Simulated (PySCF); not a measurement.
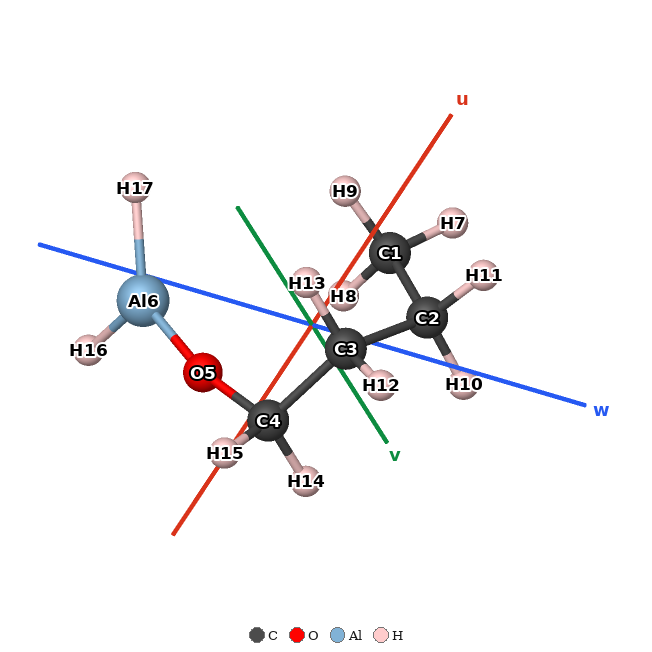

The lines u, v and w are the principal axes of the static dipole polarisability. The computed structure is the end point of a GFN2-xTB optimisation. No frequency run is at hand to confirm it as a minimum. Level of theory: CAM-B3LYP/def2-SVPD (PySCF 2.14.0).

Question: Along which axis is the molecule most polarisable, and along which least?

Answer: Most along w (close to the long direction C2···Al6), least along v.

Question: Give the three principal values.

Answer: u 77.7, v 69.7, w 87.0 bohr³; mean 78.1, anisotropy 14.9 bohr³.

The geometry is semi-empirical. Around Al such bond lengths and angles can be off by a tenth of an ångström or more and by several degrees, and values that hang on the shape move with them.
